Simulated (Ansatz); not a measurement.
Start from AlN in the wurtzite structure (space group P6_3mc, No. 186; a = 3.107 Å, c = 4.978 Å). Axes: x lies along a and z along c of the hexagonal cell.

Structures relaxed with Kohn–Sham DFT with the r2SCAN functional, run in Ansatz (a first-principles code) with PAW and 500 eV plane waves, no SOC.

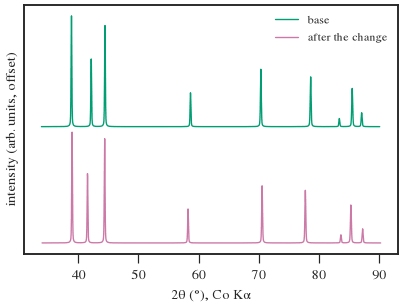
Simulated powder patterns before (top) and after one change

Q: What was done to the base?
A) biaxial strain −2.97 %, plane normal [001], relaxed out of plane
B) uniaxial stress, 5 GPa tension along z
C) strain tensor (xx, yy, zz, yz, xz, xy) = (+1.19, +2.48, +0.63, −0.17, +1.28, −0.79) %
D) isotropic strain −3.19 %

A: B, uniaxial stress, 5 GPa tension along z. Its volume per atom is 10.50 Å³ against 10.40 Å³, and its space group is P6_3mc (No. 186).

Beyond what the load breaks, stability against distortions was not tested.
